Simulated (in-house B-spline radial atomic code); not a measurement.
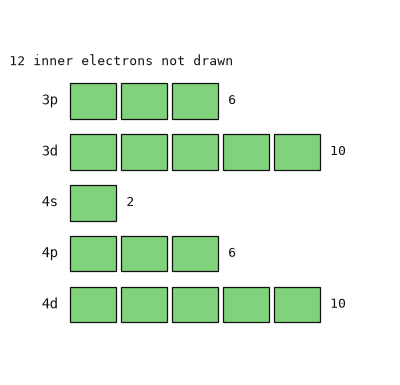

**Figure 1.** The outer shells of the closed core: a box for each of the 2l + 1 orbitals, shaded by the share of the shell that is filled, with the electron count at the right.

**Many-body perturbation calculation, with input and output: Os²⁸⁺**

Os²⁸⁺, core [Kr] 4d10. Computed at this level: configuration interaction of two valence electrons with many-body perturbation theory for the core (screened one- and two-electron correlation potentials), Breit and QED, no-pair Dirac, B-spline basis (in-house B-spline radial atomic code).

Input:
```
basis_form = 3
Z = 76
core_configuration = [Kr] 4d10
rms_radius = 5.4126
mass_number = 192
speed_of_light = 137.035999084
box_radius = 3.0
lmax = 6
intervals = 57
virtual_cutoff = 11552.0
```

Hardware: 1 CPU thread, shared host.

The run was one of a batch that the task file lists, launched with:
```bash
python <driver script> task.json out
```

The program writes its results to a structured record and prints no log; tables and figures of this report are taken from that record.

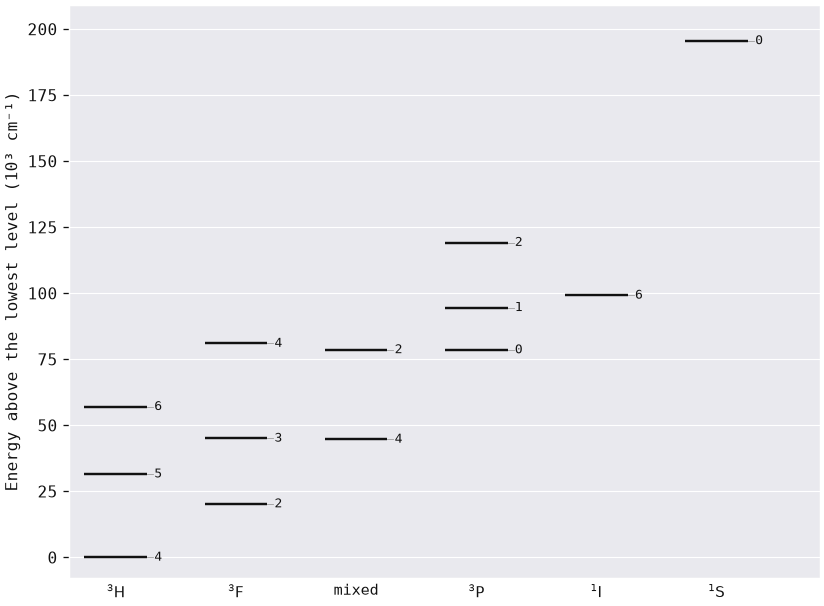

**Figure 2.** Levels of Os²⁸⁺ (osmium, Z = 76), two electrons outside the core [Kr] 4d¹⁰. CI+MBPT: configuration interaction in the frozen-core Dirac–Hartree–Fock potential with screened core-valence correlation, Breit and QED terms; computed with a B-spline radial code. The lowest level is 4f² ³H₄. The first excited level, 4f² ³F₂, lies at 20,200 cm⁻¹. The ground term spreads over 57,000 cm⁻¹ in the order J = 4, 5, 6, a normal multiplet. All levels drawn have even parity, so no electric dipole line joins them. The ionisation energy is 950.2 eV, against 943.2 eV from CI without core-valence correlation and a tabulated theoretical value of 970.0 eV.

```csv
Level,E (cm⁻¹)
4f² ³H₄,0
4f² ³F₂,"20,200"
4f² ³H₅,"31,480"
"4f² J = 4 (even, mixed, level 4)","44,660"
4f² ³F₃,"45,020"
4f² ³H₆,"57,010"
4f² ³P₀,"78,490"
"4f² J = 2 (even, mixed, level 8)","78,560"
4f² ³F₄,"80,950"
4f² ³P₁,"94,520"
4f² ¹I₆,"99,170"
4f² ³P₂,"119,200"
4f² ¹S₀,"195,500"
```

Key numbers:

- outcome: converged
- wall time: 64 s
